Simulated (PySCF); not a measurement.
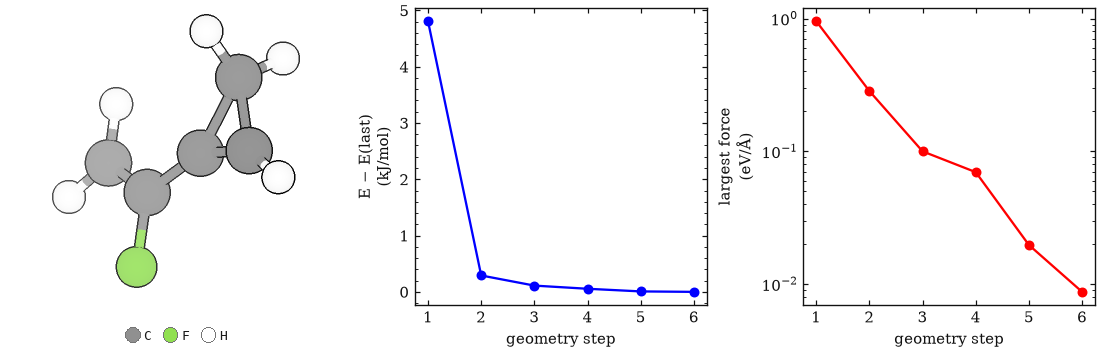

Beside the plot: the molecule at the start.

History of a geometry optimisation.

C5H5F (SMILES C=C(F)C1=CC1); PBE0-D3(BJ)/def2-SVP, geometry optimisation in PySCF 2.14.0, density fitting.

How did it end, and what did it gain?

Answer. The optimisation met its thresholds at geometry 6, counting the start as the first. The energy fell by about 4.8 kJ/mol from the first step to the last. The largest force goes from about 0.96 eV/Å at the start to 9 × 10⁻³ eV/Å at the end.
